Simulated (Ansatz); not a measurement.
**BH− (doublet): one geometry, many settings at distance B1–H2 = 4.267 Å**

Aim: run BH− (doublet) at one geometry under a spread of methods and options, and see what each costs and gives.

The runs use Ansatz 0.2.0, Gaussian basis; the settings change from run to run.

17 further runs of the same task are left out: 14 that didn't finish, 3 set aside as unsound or not needed.

### 1 The geometry

The geometry derives from a PBE0/def2-TZVPD stationary point (not a proven minimum). One bond is set to the value named and the two fragments are kept rigid.

2 atoms, charge -1, spin multiplicity 2.

Atoms are counted from 1 here; the program's logs count them from 0.

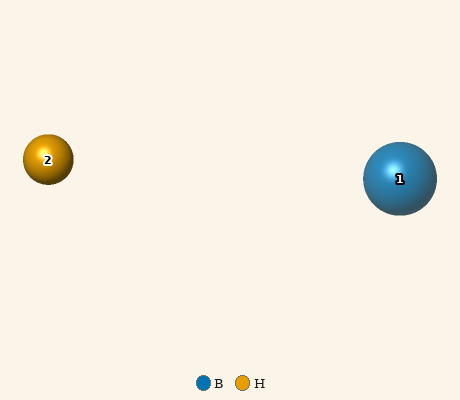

The structure; boron blue, hydrogen amber; atoms are numbered from 1 in the order of the file.

### 2 NEVPT4(SD)(1,2)/aug-cc-pVDZ

Input file in.yaml:

```yaml
crystal:
  periodic: [false, false, false]
  atoms:
    - {symbol: B, position_ang: [0.000000, 0.000000, 0.000000]}
    - {symbol: H, position_ang: [0.000000, 0.000000, 4.267000]}
basis:
  gaussian: {orbitals: aug-cc-pVDZ}
total_charge: -1
magnetization: {spin_polarized: false, initial_magnetization: 1}
correlation: {method: fic_nevpt4_sd, electrons: all, active_space: {window: {electrons: 1, orbitals: 2}}}
scf: {lower_state_search: light}
```

On the command line:

```
> ansatz run in.yaml --threads 1 --pin off --events-out ev --progress --plain --max-ram 2393MiB
```

Log:

```text
Functional definition: HF
  name "HF"
  cite "Fock, Z. Phys. 61, 126 (1930) doi:10.1007/BF01340294"
  parent pbe
  exchange = exact_x
  correlation = 0
313 factors; integrals over basis functions are off by at most 8.2e-4 eV
mean field evaluation 1: about -676.1727 eV, gradient 1.2e1 eV
mean field evaluation 2: about -676.1733 eV, gradient 1.2e1 eV
mean field evaluation 4: about -679.9750 eV, gradient 5.5e0 eV
mean field evaluation 8: about -680.7805 eV, gradient 2.4e-1 eV
mean field evaluation 16: about -679.5828 eV, gradient 3.0e-1 eV
mean field evaluation 32: about -677.5818 eV, gradient 8.6e0 eV
mean field evaluation 64: about -680.6791 eV, gradient 9.6e-1 eV
mean field evaluation 96: about -680.7799 eV, gradient 2.3e-1 eV
mean field evaluation 128: about -680.5893 eV, gradient 5.4e-3 eV
mean field -680.78104226 eV, -25.0182418530 hartree, gradient 2.2e-6 eV, S^2 0.750000; 12 other end points of the search recorded, 0 dependent functions left out
reference -680.78104226 eV, -25.0182418530 hartree; 4, 3 occupied and 28, 29 virtual orbitals, 313 factors
state -680.78104226 eV, -25.0182418530 hartree
state -680.78104226 eV, -25.0182418530 hartree; corrected -683.50130722 eV, -25.1182097464 hartree
state -679.58456493 eV, -24.9742721223 hartree
state -679.58456493 eV, -24.9742721223 hartree; corrected -682.30202227 eV, -25.0741368376 hartree
state -680.78104226 eV, -25.0182418530 hartree; corrected -683.50130722 eV, -25.1182097464 hartree
WARN: 1 active orbitals are nearly empty or full. The corrections depend on them more than the energy does, and are more stable in an active space without them
Total energy: -683.50130722 eV, -25.1182097464 hartree
```

Wall time 0.96 s (1 thread of Arm Neoverse V2, shared host).

From the report: 1 determinant; active occupations 1.00, 0.00. The report marks this result as in doubt.

### 3 CCSDT(Q)/B/def2-mTZVP

Input file in.yaml:

```yaml
crystal:
  periodic: [false, false, false]
  atoms:
    - {symbol: B, position_ang: [0.000000, 0.000000, 0.000000]}
    - {symbol: H, position_ang: [0.000000, 0.000000, 4.267000]}
basis:
  gaussian: {orbitals: def2-mTZVP}
total_charge: -1
magnetization: {spin_polarized: true, initial_magnetization: 1}
hamiltonian: {xc: {name: B3LYP}, pseudopotentials: {relativity: none}}
correlation: {method: ccsdt_q_b, electrons: outside_noble_gas}
```

The command is unchanged.

Log, cut to the lines that bear on the results:

```text
Functional definition: B3LYP
  name "B3LYP"
  cite "Stephens, Devlin, Chabalowski & Frisch, J. Phys. Chem. 98, 11623 (1994) doi:10.1021/j100096a001"
  cite "Becke, Phys. Rev. A 38, 3098 (1988) doi:10.1103/PhysRevA.38.3098"
  cite "Lee, Yang & Parr, Phys. Rev. B 37, 785 (1988) doi:10.1103/PhysRevB.37.785"
  cite "Vosko, Wilk & Nusair, Can. J. Phys. 58, 1200 (1980) doi:10.1139/p80-159"
[...]
337 factors; integrals over basis functions are off by at most 2.6e-7 eV
[...]
mean field -685.93898847 eV, -25.2077928800 hartree, gradient 1.9e-6 eV, S^2 1.156542; 13 other end points of the search recorded, 0 dependent functions left out
1 core orbitals not correlated: weight in the atoms' cores, before any rotation towards them, 1.000 or more for the frozen orbitals, at most 0.000 for the correlated occupied ones
reference -680.21173878 eV, -24.9973203362 hartree; 3, 2 occupied and 18, 19 virtual orbitals, 337 factors
second order -1.54994527 eV of doubles, -0.15425018 eV of singles
cycle   1  -1.75383448 eV  change   -4.8e-1 eV  update   7.4e-2
[...]
cycle  46  -2.45198951 eV  change    2.5e-8 eV  update   1.3e-7
perturbative correction -0.00534416 eV, -0.0001963943 hartree
WARN: these amplitudes may be one of several solutions (largest doubles amplitude 0.22, level shift 6.99 eV)
Total energy: -682.66907245 eV, -25.0876256830 hartree
```

It took 5.5 s on 1 thread of Arm Neoverse V2, shared host.

From the report: ⟨S²⟩ of the determinant 1.157 (pure doublet: 0.75); correlation -2.4573 eV; T1 0.085; largest double amplitude 0.22. The orbitals are Kohn-Sham ones, so correlation energy and T1 don't compare with those on Hartree-Fock orbitals. The report flags that the cluster equations may have other roots.

### 4 CCSDT on UHF/aug-cc-pVDZ

Input file in.yaml:

```yaml
crystal:
  periodic: [false, false, false]
  atoms:
    - {symbol: B, position_ang: [0.000000, 0.000000, 0.000000]}
    - {symbol: H, position_ang: [0.000000, 0.000000, 4.267000]}
basis:
  gaussian: {orbitals: aug-cc-pVDZ, point_charges: [{charge: -0.50, position_ang: [3.253, -0.335, -0.921]}]}
total_charge: -1
magnetization: {spin_polarized: true, initial_magnetization: 1}
correlation: {method: ccsdt, electrons: outside_noble_gas, diis_vectors: 12}
scf: {lower_state_search: off}
```

Same command.

Log, cut to the lines that bear on the results:

```text
Functional definition: HF
  name "HF"
  cite "Fock, Z. Phys. 61, 126 (1930) doi:10.1007/BF01340294"
  parent pbe
[...]
504 factors; integrals over basis functions are off by at most 1.8e-7 eV
[...]
mean field -679.79666842 eV, -24.9820667819 hartree, gradient 8.6e-7 eV, S^2 0.902532; 0 other end points of the search recorded, 0 dependent functions left out
1 core orbitals not correlated: weight in the atoms' cores, before any rotation towards them, 1.000 or more for the frozen orbitals, at most 0.000 for the correlated occupied ones
reference -679.79666842 eV, -24.9820667819 hartree; 3, 2 occupied and 28, 29 virtual orbitals, 504 factors
second order -1.60046941 eV of doubles, -0.00000000 eV of singles
cycle   1  -2.12680040 eV  change   -5.3e-1 eV  update   9.0e-2
[...]
cycle  27  -2.68968131 eV  change    1.4e-7 eV  update   5.3e-7
Total energy: -682.48634974 eV, -25.0809107470 hartree
Checks for a lower state left out: stability, starts, cluster_reference, orbital_swaps, neighbouring_geometries, increment
```

It took 2.7 s on 1 thread of Arm Neoverse V2, shared host.

From the report: ⟨S²⟩ of the determinant 0.903 (pure doublet: 0.75); correlation -2.6897 eV; T1 0.075; largest double amplitude 0.14.

### 5 BCCD(T) on UHF/aug-cc-pVDZ

Input file in.yaml:

```yaml
crystal:
  periodic: [false, false, false]
  atoms:
    - {symbol: B, position_ang: [0.000000, 0.000000, 0.000000]}
    - {symbol: H, position_ang: [0.000000, 0.000000, 4.267000]}
basis:
  gaussian: {orbitals: aug-cc-pVDZ}
total_charge: -1
magnetization: {spin_polarized: true, initial_magnetization: 1}
correlation: {method: bccd_t, electrons: valence}
scf: {omitted_lower_state_checks: [cluster_reference]}
```

The command is unchanged.

Log, cut to the lines that bear on the results:

```text
Functional definition: HF
  name "HF"
  cite "Fock, Z. Phys. 61, 126 (1930) doi:10.1007/BF01340294"
  parent pbe
[...]
313 factors; integrals over basis functions are off by at most 8.2e-4 eV
[...]
mean field -680.92033672 eV, -25.0233608300 hartree, gradient 1.9e-6 eV, S^2 1.103870; 31 other end points of the search recorded, 0 dependent functions left out
1 core orbitals not correlated: weight in the atoms' cores, before any rotation towards them, 1.000 or more for the frozen orbitals, at most 0.000 for the correlated occupied ones
reference -680.92033672 eV, -25.0233608300 hartree; 3, 2 occupied and 28, 29 virtual orbitals, 313 factors
second order -1.54980278 eV of doubles, -0.00000000 eV of singles
cycle   1  -2.08026318 eV  change   -5.3e-1 eV  update   9.4e-2
[...]
cycle  22  -2.62996224 eV  change    3.5e-6 eV  update   2.6e-6
perturbative correction -0.04943584 eV, -0.0018167334 hartree
Total energy: -683.59973479 eV, -25.1218268932 hartree
Checks for a lower state left out: cluster_reference
```

It took 1.1 s on 1 thread of Arm Neoverse V2, shared host.

From the report: ⟨S²⟩ of the determinant 1.104 (pure doublet: 0.75); correlation -2.6794 eV; largest double amplitude 0.14.

### 6 CISD/aug-cc-pVDZ

Input file in.yaml:

```yaml
crystal:
  periodic: [false, false, false]
  atoms:
    - {symbol: B, position_ang: [0.000000, 0.000000, 0.000000]}
    - {symbol: H, position_ang: [0.000000, 0.000000, 4.267000]}
basis:
  gaussian: {orbitals: aug-cc-pVDZ}
total_charge: -1
magnetization: {spin_polarized: false, initial_magnetization: 1}
correlation: {active_space: {ras: {orbitals: [2, 1, 28], electrons: 5, max_holes: 2, max_particles: 2}, fixed_orbitals: true}}
scf: {lower_state_search: full}
output: {forces: true}
```

The command is unchanged.

Log, cut to the lines that bear on the results:

```text
Functional definition: HF
  name "HF"
  cite "Fock, Z. Phys. 61, 126 (1930) doi:10.1007/BF01340294"
  parent pbe
[...]
313 factors; integrals over basis functions are off by at most 8.2e-4 eV
[...]
mean field -680.78104226 eV, -25.0182418530 hartree, gradient 2.2e-6 eV, S^2 0.750000; 15 other end points of the search recorded, 0 dependent functions left out
reference -680.78104226 eV, -25.0182418530 hartree; 4, 3 occupied and 28, 29 virtual orbitals, 313 factors
state -683.40302998 eV, -25.1145981247 hartree
[...]
Total energy: -683.40302998 eV, -25.1145981247 hartree
Atom 0 at     0.000000     0.000000     0.000000 Å, force    -0.000000    -0.000000     0.136333 eV/Å
Atom 1 at     0.000000     0.000000     4.267000 Å, force     0.000000    -0.000000    -0.136333 eV/Å
Dipole moment:    -0.000000     0.000000    -3.181711 e Å
```

Wall time 0.84 s (1 thread of Arm Neoverse V2, shared host).

From the report: 2,647 determinants.

### 7 CCSDT(Q)/B/aug-cc-pVDZ

Input file in.yaml:

```yaml
crystal:
  periodic: [false, false, false]
  atoms:
    - {symbol: B, position_ang: [0.000000, 0.000000, 0.000000]}
    - {symbol: H, position_ang: [0.000000, 0.000000, 4.267000]}
basis:
  gaussian: {orbitals: aug-cc-pVDZ}
total_charge: -1
magnetization: {spin_polarized: false, initial_magnetization: 1}
hamiltonian: {xc: {name: PBE0}}
correlation: {method: ccsdt_q_b, electrons: all}
output: {forces: true}
```

The command is unchanged.

Log, cut to the lines that bear on the results:

```text
Functional definition: PBE0
  name "PBE0"
  cite "Adamo & Barone, J. Chem. Phys. 110, 6158 (1999) doi:10.1063/1.478522"
  cite "Perdew, Burke & Ernzerhof, Phys. Rev. Lett. 77, 3865 (1996) doi:10.1103/PhysRevLett.77.3865"
  parent pbe
[...]
504 factors; integrals over basis functions are off by at most 1.8e-7 eV
[...]
mean field -684.38802716 eV, -25.1507961031 hartree, gradient 1.1e-6 eV, S^2 0.750000; 5 other end points of the search recorded, 0 dependent functions left out
[...]
reference -680.35238143 eV, -25.0024888581 hartree; 4, 3 occupied and 28, 29 virtual orbitals, 504 factors
second order -2.13420693 eV of doubles, -0.35007801 eV of singles
cycle   1  -2.69557739 eV  change   -2.3e-1 eV  update   1.8e-1
[...]
cycle  36  -3.30427966 eV  change   -3.8e-8 eV  update   8.1e-8
perturbative correction -0.00417287 eV, -0.0001533501 hartree
[...]
Total energy: -683.66083396 eV, -25.1240722459 hartree
Atom 0 at     0.000000     0.000000     0.000000 Å, force     0.000000     0.000000     0.175355 eV/Å
Atom 1 at     0.000000     0.000000     4.267000 Å, force     0.000000     0.000000    -0.175355 eV/Å
Dipole moment:     0.000000     0.000000    -2.782795 e Å
```

Run time: 52 s. Hardware: 1 thread of Arm Neoverse V2, shared host; peak memory 0.59 GiB.

From the report: correlation -3.3085 eV; T1 0.043; largest double amplitude 0.13. The orbitals are Kohn-Sham ones, so correlation energy and T1 don't compare with those on Hartree-Fock orbitals.

### 8 The runs in one table

Where basis and cores are those of an earlier FCI/aug-cc-pVDZ run (-683.6369 eV), and the state is the same kind, the miss against it is given. † marks a result that the program doubts.

```csv
level,correlated,functions,energy (eV),from FCI (meV),time
"NEVPT4(SD)(1,2)/aug-cc-pVDZ †",all,32,-683.5013,,0.96 s
CCSDT(Q)/B/def2-mTZVP (on B3LYP orbitals) †,outside noble gas,22,-682.6691,,5.5 s
CCSDT on UHF/aug-cc-pVDZ (beside a point charge),outside noble gas,32,-682.4863,,2.7 s
BCCD(T) on UHF/aug-cc-pVDZ,valence,32,-683.5997,37.2,1.1 s
CISD/aug-cc-pVDZ,outside noble gas,32,-683.4030,233.9,0.84 s
CCSDT(Q)/B/aug-cc-pVDZ (on PBE0 orbitals),all,32,-683.6608,,52 s
```

### 9 Outcome

```
quantity                                            value
    runs                                                6
quickest                         CISD/aug-cc-pVDZ, 0.84 s
 slowest  CCSDT(Q)/B/aug-cc-pVDZ (on PBE0 orbitals), 52 s
```

Total energies in different bases, with other cores or another treatment of relativity can't be set against each other. CCSDT(Q)/B/aug-cc-pVDZ (on PBE0 orbitals) took 62 times as long as CISD/aug-cc-pVDZ; the jobs differ in more than the method. Among the correlated runs with a miss given, it spans +37 to +234 meV.
